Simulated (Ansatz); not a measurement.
**The valence band of SBr as photoemission sees it**

Wanted: projected DOS of SBr, weighted into photoemission and X-ray emission spectra, at several levels of theory.

Main program and level: Ansatz 0.2.0; DFT, LDA, plane-wave PAW, default files, scalar-relativistic, in the first sound run; inputs show where later runs differ.

**1. The starting structure**

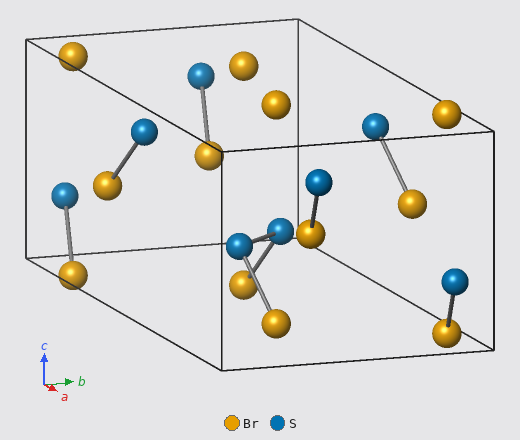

Start, viewed slightly off an axis; bromine orange, sulfur blue. This picture shows the conventional cell, with its axes. Bonds to atoms that aren't drawn are left out. Some periodic images of atoms are drawn too.

Coordinates:

```cif
data_structure
_symmetry_space_group_name_H-M 'Aea2'
_symmetry_Int_Tables_number 41
_cell_length_a 13.4900
_cell_length_b 6.7880
_cell_length_c 5.2450
_cell_angle_alpha 90.000
_cell_angle_beta 90.000
_cell_angle_gamma 90.000
_cell_volume 480.29
loop_
_atom_site_label
_atom_site_type_symbol
_atom_site_symmetry_multiplicity
_atom_site_Wyckoff_symbol
_atom_site_fract_x
_atom_site_fract_y
_atom_site_fract_z
_atom_site_occupancy
Br1 Br 8 b 0.66186 0.94333 0.50000 1
S1 S 8 b 0.54680 0.89080 0.79950 1
```

**2. Self-consistent run, DOS and bands**

First the ground state, then the DOS by atom and shell, which the cross sections turn into spectra. The DOS is taken on a denser mesh than the density.

Input file input.yaml:

```yaml
crystal:
  lattice:
    - [13.49, 0.0, 0.0]
    - [0.0, 3.394, 2.6225]
    - [0.0, -3.394, 2.6225]
  atoms:
    - { symbol: Br, position: [0.66186, 0.44333, 0.55667] }
    - { symbol: Br, position: [0.33814, 0.55667, 0.44333] }
    - { symbol: Br, position: [0.83814, 0.94333, 0.05667] }
    - { symbol: Br, position: [0.16186, 0.05667, 0.94333] }
    - { symbol: S, position: [0.5468, 0.6903, 0.9087] }
    - { symbol: S, position: [0.4532, 0.9087, 0.6903] }
    - { symbol: S, position: [0.9532, 0.1903, 0.4087] }
    - { symbol: S, position: [0.0468, 0.4087, 0.1903] }
kpoints:
  mp_grid: { grid: [2, 6, 6] }
  band_path:
    path:
      - [[0.0, 0.0, 0.0], [0.0, 0.5, -0.5], [0.0, 0.600739, -0.399261]]
      - [[0.0, 0.399261, 0.399261], [0.0, 0.0, 0.0], [0.5, 0.0, 0.0], [0.5, 0.399261, 0.399261]]
      - [[0.5, 0.600739, -0.399261], [0.5, 0.5, -0.5], [0.0, 0.5, -0.5]]
      - [[0.0, 0.0, 0.0], [0.0, 0.5, 0.0], [0.5, 0.5, 0.0]]
    npoints: 10
scf:
  occupations: { method: fermi_dirac, width: 0.02 }
  n_extra_bands: 20
hamiltonian:
  xc: lda
  pseudopotentials: { kind: paw }
output:
  forces: true
  stress: true
  dos:
    projected: true
    de: 0.05
    e_range: [-36, 12]
    nscf_kmesh: { grid: [4, 10, 10] }
  fatbands: true
```

The run is started by

```sh
$ ansatz run input.yaml --threads 2 --pin off --max-ram 4096MiB --backend cpu --events-out ev --progress --plain --runs-dir out
```

Numbers of over 12 decimals in the logs are rounded to 6 here.

Output:

```text
scf.n_extra_bands = 20 over 26 filled bands (N_el = 52.0): the run solves 46 bands
Engine: ansatz 0.2.0, aarch64-unknown-linux-gnu
Pseudopotentials: kind: paw
Pseudopotential: Br, paw, valence charge 7, recommended cutoff 420 eV (normal), Br.paw.azcp
Pseudopotential: S, paw, valence charge 6, recommended cutoff 420 eV (normal), S.paw.azcp
Functional definition: SPW92
  exchange = slater_x
  correlation = pw_c
Crystal: 8 atoms, lattice volume = 240.143 Å³
Basis set: ecut = 420 eV, 4719 PW (Γ)
Bands: 46, of which v1, the nominal top of the filled ones, is band 26 counted from 1 (25 counted from 0)
Symmetry: 4 space group operations
Space group: Aea2 (ITA 41), of the structure as read, at distance tolerance 6.2e-5 Å
k-points: 26 of 72 (time reversal used)
Non-local potential: Br, projectors of the file, l = 0: 2, l = 1: 2, l = 2: 2
Non-local potential: S, projectors of the file, l = 0: 2, l = 1: 2, l = 2: 2
PAW form: soft (Blöchl's): semilocal exchange-correlation on the pseudo side does not see the compensation charge
PAW frozen core: Br, regenerated for the run's functional, and the local potential with it (the file was generated under x = pbe(κ = 0.804, μ = 0.219515), c = pbe(β = 0.066725))
PAW frozen core: S, regenerated for the run's functional, and the local potential with it (the file was generated under x = pbe(κ = 0.804, μ = 0.219515), c = pbe(β = 0.066725))
PAW one-centre angular grid: Br, 110 points (default); XC on 64 Gauss nodes
PAW one-centre angular grid: S, 110 points (default); XC on 64 Gauss nodes
Initial density: superposition of atomic densities (neutral atoms: chi_scale 0, normalization atom), corrected by the library's trained network
Initial wavefunctions: pseudopotential atomic-orbital guess
Functional: x = slater, c = lda
SCF iter   1: F=—  HF=-14253.287468 eV  |F-HF|=—  |Δ(HF+E_count)|=         —  Δρ=4.79e-3  dr2=4.04e-2  ethr=1.77e-3  ⟨swp⟩=7.7  Hψ=6832  notcnv=0  defer=65
preconditioner: auto → Resta (q_TF=auto, 2.114 Å⁻¹)  ε∞=2.8  [insulator: Δε(μ)=2.054 eV  Ē_g=12.712 eV  σ=0.020 eV  W_gap=1.00  n_scr=46 (ndim 8)  ℏωp=17.3 eV  f_vac=0.006  D(μ)=0.00/eV (n_scr^D=0)  ε∞_Penn≈2.8]
SCF iter   2: F=—  HF=-14253.283614 eV  |F-HF|=—  |Δ(HF+E_count)|=   3.85e-3  Δρ=2.62e-3  dr2=1.18e-2  ethr=7.78e-5  ⟨swp⟩=2.0  Hψ=1759  notcnv=0  defer=303
SCF iter   3: F=—  HF=-14253.282010 eV  |F-HF|=—  |Δ(HF+E_count)|=   1.60e-3  Δρ=5.06e-4  dr2=8.54e-4  ethr=2.27e-5  ⟨swp⟩=3.0  Hψ=1590  notcnv=0  defer=341
SCF iter   4: F=—  HF=-14253.281785 eV  |F-HF|=—  |Δ(HF+E_count)|=   2.25e-4  Δρ=1.77e-4  dr2=9.58e-5  ethr=1.64e-6  ⟨swp⟩=2.1  Hψ=1293  notcnv=0  defer=341
SCF iter   5: F=—  HF=-14253.281800 eV  |F-HF|=—  |Δ(HF+E_count)|=   1.49e-5  Δρ=2.85e-5  dr2=2.03e-6  ethr=1.84e-7  ⟨swp⟩=2.4  Hψ=1348  notcnv=0  defer=341
SCF iter   6: F=—  HF=-14253.281800 eV  |F-HF|=—  |Δ(HF+E_count)|=   5.34e-7  Δρ=6.87e-6  dr2=1.30e-7  ethr=3.90e-9  ⟨swp⟩=2.8  Hψ=1519  notcnv=0  defer=341
SCF iter   7: F=-14253.281801 eV  HF=-14253.281801 eV  |F-HF|=1.92e-9  |Δ(HF+E_count)|=   7.34e-8  Δρ=1.52e-6  dr2=6.97e-9  ethr=1.92e-10  ⟨swp⟩=12.4  Hψ=6628  notcnv=0
SCF 1 converged in 7 iterations: F = -14253.281801 eV  dr2 = 6.97e-9
  greatest PAW one-centre occupation: 0.920 electrons in one spin orbital (limit 2), on the Br atom at site 3 (counted from 0), in its partial waves of l = 0
NSCF: frozen V_eff on 94 k-points
NSCF: frozen V_eff on 93 k-points
SCF converged after 7 iterations
Free energy (F): -14253.281801 eV
Harris-Foulkes:  -14253.281801 eV  (|F-HF|=1.92e-9)
Internal energy: -14253.281801 eV  (E = F + TS)
E sigma→0 (E₀):  -14253.281801 eV
Fermi energy:    2.919910 eV
--- Per-component energies (eV) ---
  E_band       = -209.675895
  E_kinetic    = 954.260497
  E_local      = -1719.146591  (includes V_loc(G=0)·N_el)
  E_nonlocal   = 408.192992
  E_hartree    = 489.289454
  E_xc         = -1421.415533
  E_vxc        = -759.641808  (∫ρ·V_xc dr)
  E_paw        = -10918.944676  (= ΣΔE_a)
  E_vpaw       = -71.919342  (= ΣTr[D̂ρ^β])
  E_aug_tail   = 0.000006  (compensation charges beyond the density's cutoff)
  E_ewald      = -2046.956785
  E_core_change = 1.438835  (= ΣΔE_core)
  E_smearing   = -0.000000  (= −TS)
  E_closure    = -0.000000  (closes the sum)
  Σ components = -14253.281801   (vs F -14253.281801, Δ=0.00e0)
--- Forces (eV/Å), atoms counted from 1 ---
  atom   1  Br     0.31426791     0.00153596    -0.20987809
  atom   2  Br    -0.31426791    -0.00153596    -0.20987809
  atom   3  Br    -0.31426791     0.00153596    -0.20987809
  atom   4  Br     0.31426791    -0.00153596    -0.20987809
  atom   5  S     -0.30515617     0.10434814     0.20987401
  atom   6  S      0.30515617    -0.10434814     0.20987401
  atom   7  S      0.30515617     0.10434814     0.20987401
  atom   8  S     -0.30515617    -0.10434814     0.20987401
  max |Σ_I F_I| component: 1.63e-5 eV/Å
--- Stress (GPa, compression-positive) ---
       -0.085029      -0.000000      -0.000000
       -0.000000      -1.485509      -0.000000
       -0.000000      -0.000000      -0.668780
  P = ⅓ Tr σ = -0.7464 GPa (-7.464 kbar)
--- Band table (eV; the first three rows and the last of 26) ---
  k-point 0: bands = [... 22 lower, 1.0595, 1.2857, 1.5463, 1.7051, 3.9484, 3.9581, 3.9582, 4.2340, ... 16 higher]
  k-point 1: bands = [... 22 lower, 1.1093, 1.3513, 1.6462, 1.7123, 4.0173, 4.0304, 4.1619, 4.2323, ... 16 higher]
  k-point 2: bands = [... 22 lower, 1.3017, 1.5005, 1.7447, 1.7730, 4.0143, 4.1514, 4.5529, 4.6295, ... 16 higher]
  k-point 25: bands = [... 22 lower, 1.0759, 1.0759, 1.5098, 1.5098, 4.5559, 4.5559, 4.7692, 4.7692, ... 16 higher]
```

Run time: 1.8 min. Hardware: 2 threads of Arm Neoverse V2, shared host; peak memory 0.75 GiB.

This step gave:

| Property | Result |
| --- | --- |
| free energy | -14253.2818 eV |
| Fermi energy | 2.920 eV |
| symmetry operations | 4 |
| pressure | -0.7464 GPa |
| gap on the k-mesh | 2.062 eV |
| zero of energy | valence-band maximum |
| share of occupied states in no projected shell | 0.0096 of the occupied states in the window |
| gap on the path | 2.057 eV |
| least direct gap on the path | 2.211 eV |
| valence top on path | 0 eV |

Electronic bands along the path, in eV, zero at the valence-band maximum; v1 is the highest filled band, c1 the lowest empty one:

```tsv
point	v4	v3	v2	v1	c1	c2	c3	c4
Γ	-0.82	-0.60	-0.34	-0.18	2.07	2.08	2.08	2.35
Y	-0.75	-0.67	-0.51	-0.44	2.48	2.63	2.84	3.16
F0	-0.73	-0.64	-0.37	-0.37	2.66	2.71	2.75	2.94
jump to Δ0	-0.73	-0.64	-0.37	-0.37	2.66	2.71	2.75	2.94
Γ	-0.82	-0.60	-0.34	-0.18	2.07	2.08	2.08	2.35
Z	-0.81	-0.81	-0.17	-0.17	2.06	2.06	2.23	2.23
B0	-0.58	-0.58	-0.38	-0.38	2.62	2.62	2.91	2.91
jump to G0	-0.58	-0.58	-0.38	-0.38	2.62	2.62	2.91	2.91
T	-0.81	-0.81	-0.37	-0.37	2.67	2.67	2.89	2.89
Y	-0.75	-0.67	-0.51	-0.44	2.48	2.63	2.84	3.16
jump to Γ	-0.82	-0.60	-0.34	-0.18	2.07	2.08	2.08	2.35
S	-0.31	-0.31	-0.17	-0.17	2.22	2.22	2.97	2.97
R	-0.52	-0.52	0.00	0.00	2.22	2.22	2.96	2.96
```

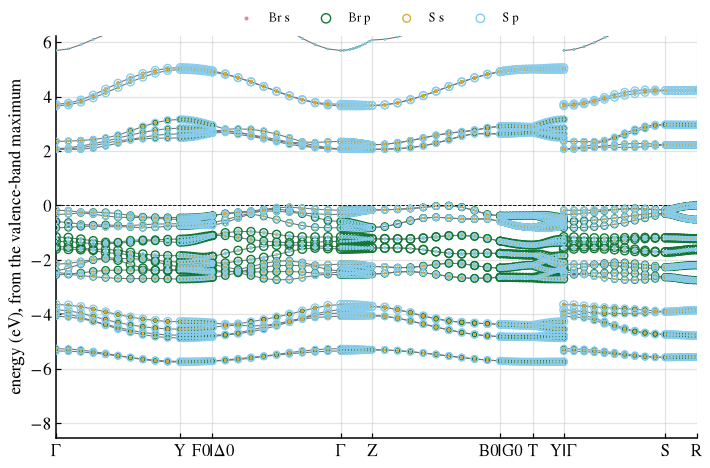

Electronic bands along the path; dots are coloured as in the legend, and their area grows with the weight.

The DOS has structure finer than the step of the table below, so its rows give means over 2 eV, whole bins alone (the curve runs from -17.7 to 8.81 eV). Peaks (eV: height): total -16.0: 19.0, -14.8: 22.1, -13.5: 25.7, -1.2: 14.7; Br 4p -2.7: 7.55, -2.2: 9.41, -1.7: 9.82, -1.3: 12.0; S 3p -5.6: 8.01, -4.7: 6.88, -4.3: 5.85, 2.3: 5.54; S 3s -16.0: 10.8, -14.8: 2.31, -13.5: 6.21, -9.9: 9.17; Br 4s -16.0: 5.78, -14.8: 17.4, -13.5: 15.4, -9.9: 2.11.

The DOS by E, zero at the valence-band maximum; means over each step; values in states/eV/cell:

```tsv
E (eV)	total	Br 4p	S 3p	S 3s	Br 4s
-16	2.07	0.0698	0.170	1.15	0.666
-14	3.93	0.0451	0.459	0.676	2.73
-12	0	0	0	0	0
-10	2.00	0.215	0.182	1.29	0.302
-8	0	0	0	0	0
-6	2.00	0.736	1.10	0.0353	0.0964
-4	4.00	1.05	2.61	0.228	0.0607
-2	7.96	5.90	1.75	0.186	0.0254
0	4.04	2.21	1.69	0.0770	0.00596
2	3.94	1.45	2.06	0.144	0.0859
4	2.03	0.140	1.47	0.147	0.0141
6	1.94	0.0224	0.0557	0.00448	7.1e-4
```

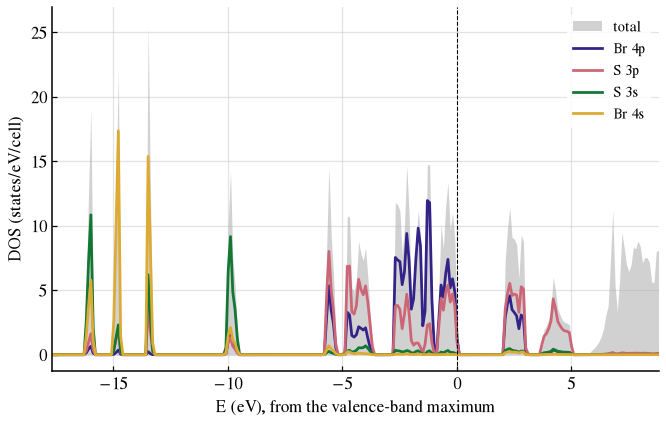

DOS against E.

This run's widths, added to any smearing of the DOS itself: Gaussian 0.45 eV, Lorentzian 0.2 eV plus 0.03 an eV of depth. The intensity by binding energy, zero at the valence-band maximum; values in % of the maximum within 13 eV:

```tsv
binding energy (eV)	40.8 eV	900 eV	1486.7 eV	5414.7 eV
0.0	49.7	48.9	47.2	44.8
2.5	88.4	88.2	87.7	87.0
5.0	32.6	32.8	29.8	29.1
7.5	2.18	2.58	2.61	3.50
10.0	41.1	51.6	54.7	81.2
12.5	4.80	9.74	11.1	21.8
15.0	22.2	56.0	65.7	137
17.5	2.89	4.77	5.31	9.52
```

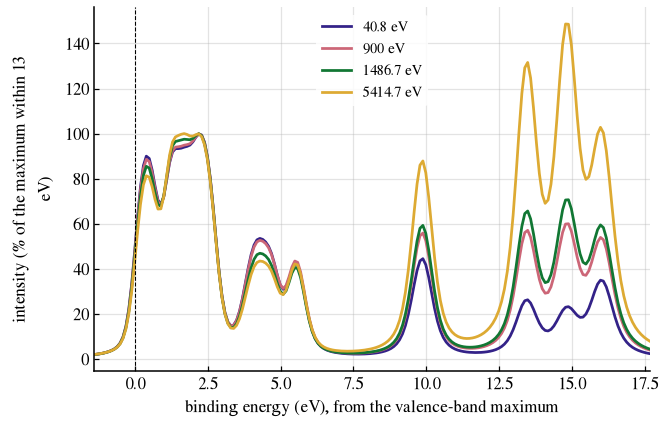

Intensity against binding energy.

Maxima picked by a test of local sharpness, so broad peaks and shoulders can be missing; peaks within 0.45 eV of a curve's cut are left out. Valence peaks, by row:

```tsv
photon energy (eV)	binding energy (eV)	height (% of the maximum within 13 eV)	main shell	its share (%)
40.8	16.01	35.14	S 3s	75.5
40.8	14.86	23.29	Br 4s	50.21
40.8	13.46	26.39	S 3s	48.88
40.8	9.862	44.72	S 3s	77.29
40.8	5.512	42.39	Br 4p	53.54
40.8	4.262	53.5	S 3p	47.56
40.8	2.212	100	Br 4p	79.88
40.8	0.4116	90.36	Br 4p	71.18
900	16.01	54.09	S 3s	54.55
900	14.86	60.43	Br 4s	79.69
900	13.46	57.35	Br 4s	68.9
900	9.862	56.14	S 3s	68.46
900	5.512	43.77	Br 4p	52.55
900	4.312	52.64	Br 4p	42.96
900	2.212	100	Br 4p	80.96
900	0.4116	88.93	Br 4p	73.3
1487	16.01	59.62	S 3s	51.36
1487	14.86	71.17	Br 4s	83.16
1487	13.46	65.98	Br 4s	73.61
1487	9.862	59.56	S 3s	66.97
1487	5.512	40.92	Br 4p	59.46
1487	4.312	46.92	Br 4p	50.97
1487	2.212	100	Br 4p	85.62
1487	0.4116	85.87	Br 4p	80.29
5415	16.01	102.9	Br 4s	58.4
5415	14.81	149.8	Br 4s	90.55
5415	13.46	132.2	Br 4s	84.02
5415	9.862	88.3	S 3s	60.05
5415	5.512	42.52	Br 4p	59.47
5415	4.312	43.48	Br 4p	57.16
5415	2.162	99.94	Br 4p	89.35
5415	1.662	100	Br 4p	92.55
5415	0.4116	81.67	Br 4p	87.73
```

The intensity has structure finer than the step of the table below, so its rows give means over 2 eV, whole bins alone (the curve runs from -17.7 to 1.41 eV). Peaks (eV: height): Br K-beta valence -1.6: 100.0; Br K-beta valence, E along x -1.8: 80.6; Br K-beta valence, E along y -1.5: 137; Br K-beta valence, E along z -1.8: 83.0; Br L3-N1 -14.8: 99.9.

Shapes are the site's partial DOS without matrix elements, which overweights lines from ligand s bands. Table of intensity by emission energy less the core level's binding energy, zero at the valence-band maximum; means over each step; 7 of 10 lines; values in % of the unpolarised maximum:

```tsv
emission energy less the core level's binding energy (eV)	Br K-beta valence	Br K-beta valence, E along x	Br K-beta valence, E along y	Br K-beta valence, E along z	Br L3-N1	S K-beta	S K-beta, E along x
-16	2.62	3.16	1.59	3.10	57.1	6.19	5.90
-14	3.02	3.45	2.12	3.49	84.6	9.51	16.9
-12	4.11	4.53	3.08	4.73	26.2	3.36	5.11
-10	7.37	8.25	5.01	8.83	16.6	5.85	6.36
-8	10.9	12.0	8.54	12.3	5.57	4.41	4.89
-6	26.6	30.1	19.7	30.0	6.13	37.6	47.9
-4	50.8	52.9	50.0	49.4	4.62	70.8	54.9
-2	91.8	76.6	121	77.7	2.24	52.2	36.8
0	63.6	54.4	81.8	54.7	1.11	46.5	35.9
```

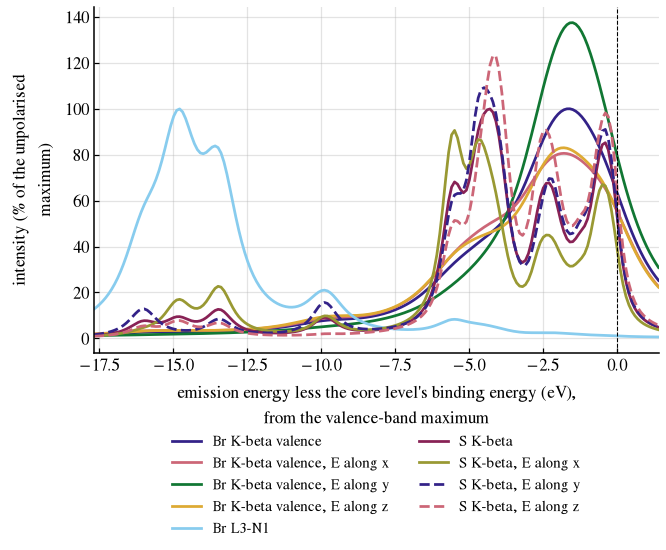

Intensity, plotted against emission energy less the core level's binding energy.

Sums over each group's atoms; left-over states aren't shared out by site. Site centres, by row:

```tsv
group	element	shell	occupied states	centre of occupied part (eV)	centre up to the window's top (eV)
Br1	Br	4s	7.775	-13.7	-13.28
Br1	Br	4p	20.45	-2.399	-1.666
S5	S	3s	7.3	-11.55	-10.4
S5	S	3p	15.92	-4.105	-1.722
```

Recipe: projected DOS times atomic cross section and asymmetry factor (unpolarised light, 90° from the beam), occupied states only, Fermi edge at 20 K, a Lorentzian width of 0.2 eV growing by 0.03 eV per eV of binding energy, and a resolution of 0.45 eV. Curves are cut 10 eV under the photon energy, above any shell that the free atom's threshold puts out of reach, or at the lower edge of the window: 17.7 eV at 40.8 eV, 17.7 eV at 900 eV, 17.7 eV at 1486.7 eV and 17.7 eV at 5414.7 eV. Matrix elements of the solid and inelastic losses aren't modelled, nor non-dipole terms, which matter above 3 keV.

How the area divides among the shells (%):

```tsv
shell	40.8 eV	900 eV	1486.7 eV	5414.7 eV
Br 4s	6.5	22.1	26.3	44.2
Br 4p	52.4	44.0	45.0	34.4
S 3s	20.9	19.2	19.3	18.9
S 3p	20.2	14.7	9.3	2.5
```

Cross sections used, in Mb an electron:

```tsv
shell	40.8 eV	900 eV	1486.7 eV	5414.7 eV
Br 4s	0.062	0.0031	0.0013	9.5e-5
Br 4p	0.20	0.0024	8.7e-4	3.2e-5
S 3s	0.21	0.0028	9.8e-4	4.3e-5
S 3p	0.14	0.0011	2.5e-4	3.5e-6
```

At this level the gap is 2.06 eV on the path.

[end of part 1 of 3]

[Logs are printed without paths, hosts, clocks, repeated set-up lines and the standing remarks that a program may print on its own settings, such as how far it seeks lower states.]

[Hosts, paths, dates, database ids (printed as entryN), source tags and the programs' standing remarks are cut or masked in the printed files.]

[Maps of the electrostatic potential energy from Ansatz leave out the sawtooth potential of an applied field or a dipole correction, so their vacuum need not be flat; work functions include it.]

[Peak lists hold at most the 14 tallest peaks of each spectrum; further lines can be left out.]
